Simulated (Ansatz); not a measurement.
Results of r²SCAN (plane waves, PAW; Ansatz, a quantum-chemistry and plane-wave program) for 1T (CdI2-type) PtS2.

Numerical settings: plane-wave cutoff 560 eV, 12×12×8 k mesh (along the axes of the cell as run), Fermi–Dirac smearing 0.01 eV, scalar-relativistic PAW data made under PBE.

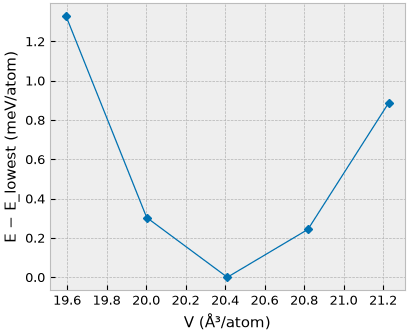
Figure: Total energy against volume

### Question
From the curve, estimate the equilibrium volume and the bulk modulus.

### Answer
V0 ≈ 20.4 Å³/atom and B0 ≈ 11 GPa; the fit gives V0 = 20.414 Å³/atom, B0 = 10.7 GPa, B′ = 13.7.

Shape and atoms are relaxed at each volume.

Note: the cell comes from a level without a dispersion term, which matters for the spacing of layers, chains or molecules.

Spin–orbit coupling is not included.

The computed numbers hold no vibrational or temperature effects.
